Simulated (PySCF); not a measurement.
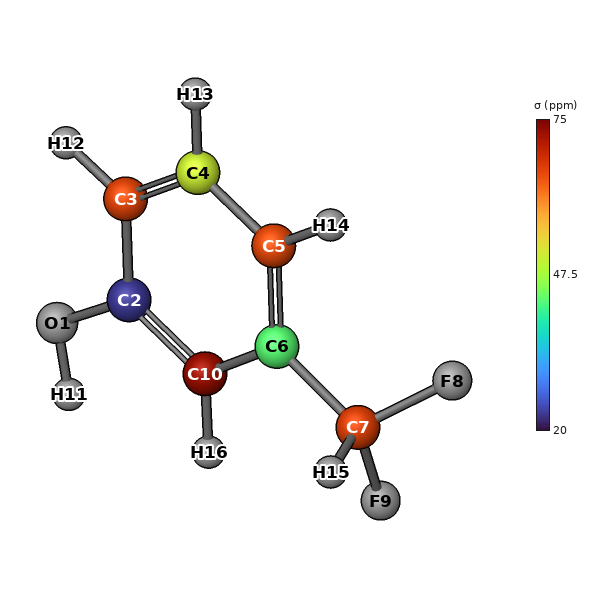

Atoms are coloured by their isotropic NMR shieldings (C only, the others grey). The computed structure is the end point of a GFN2-xTB optimisation. No frequency run is at hand to confirm it as a minimum. Method: GIAO PBE0/pcSseg-1 NMR shielding, non-relativistic, gas phase (PySCF 2.14.0).

Give the isotropic NMR shieldings of the C atoms atom by atom.

```
atom  σ (ppm)
  C2     23.1
  C3     65.7
  C4     50.8
  C5     65.1
  C6     43.1
  C7     66.1
 C10     72.6
```
